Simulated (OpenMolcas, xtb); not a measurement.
**SiCl3 (SMILES Cl[Si](Cl)Cl): methods side by side**

The species is SiCl3 (4 atoms), meant as a doublet with charge 0. SMILES: `Cl[Si](Cl)Cl`. The coordinates come from a PBE0-D4/def2-TZVP relaxation.

Each level gives the vertical energy of the quartet above the doublet (eV). The values are calculated.

```json
{"level": "GFN1-xTB", "kind": "semi-empirical", "program": "xtb", "value (eV)": "8.52"}
{"level": "GFN2-xTB", "kind": "semi-empirical", "program": "xtb", "value (eV)": "7.24"}
{"level": "UHF/aug-cc-pVDZ", "kind": "Hartree–Fock", "program": "OpenMolcas", "value (eV)": "8.91"}
{"level": "USVWN5/aug-cc-pVDZ", "kind": "LDA", "program": "OpenMolcas", "value (eV)": "6.91"}
{"level": "UBLYP/aug-cc-pVDZ", "kind": "GGA", "program": "OpenMolcas", "value (eV)": "6.85"}
{"level": "UTPSS/aug-cc-pVDZ", "kind": "meta-GGA", "program": "OpenMolcas", "value (eV)": "7.01"}
{"level": "UM06-2X/aug-cc-pVDZ", "kind": "hybrid meta-GGA", "program": "OpenMolcas", "value (eV)": "8.00"}
```

The values span 6.85 to 8.91 eV. The xTB rows lack spin polarisation, so open shells miss the exchange term that lowers them.

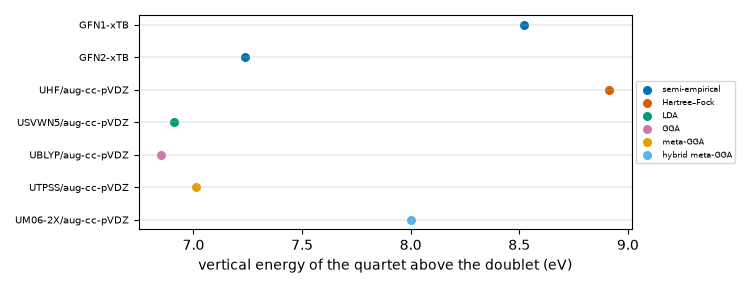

The values of the table, level by level.
